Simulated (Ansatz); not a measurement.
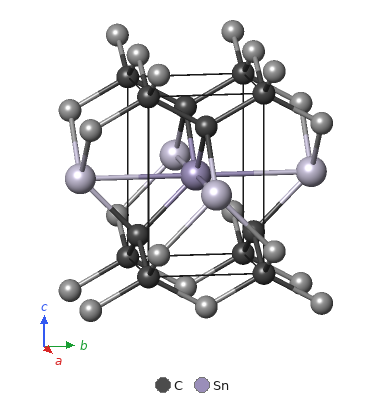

Crystal structure, ball-and-stick style, seen slightly off an axis. The parallelepiped is the conventional unit cell. Outside the box, the atoms bonded to those within are drawn, in fainter colours.

SnC3, space group P-4m2 (No. 115), a = 2.898 Å, b = 2.898 Å, c = 4.517 Å, α = 90.00°, β = 90.00°, γ = 90.00°. The initial geometry was a structure type filled with these elements by a generator (whether the compound takes this form wasn't checked). The cell was then strained or its atoms displaced on purpose. A calculation with Ansatz used it as input.

This one geometry was computed with Ansatz (DFT, plane waves, PAW) at three levels of theory: r2SCAN, PBE and HSE06. It was relaxed with r2SCAN and then strained.

> Which level gives the highest pressure at this volume, and what does that say about its equilibrium volume?

Highest: PBE (23.6 GPa), which points to the largest equilibrium volume. Lowest, with the smallest volume: HSE06 (17.1 GPa). Levels within 0.5 GPa of each other can't be told apart.

> How does the band gap change with the level of theory?

PBE: a gap of 0.35 eV, indirect; r2SCAN: a gap of 0.53 eV, indirect; HSE06: a gap of 1.29 eV, indirect.

> Collect the results in a table.

| level | cutoff (eV) | k-mesh of the run's cell | gap (eV) | pressure (GPa) |
| --- | --- | --- | --- | --- |
| r2SCAN | 500 | 8×8×6 | 0.53 | 21.1 |
| PBE | 420 | 8×8×6 | 0.35 | 23.6 |
| HSE06 | 420 | 6×6×4 | 1.29 | 17.1 |

Gaps are taken on the k-mesh or band path of each run.
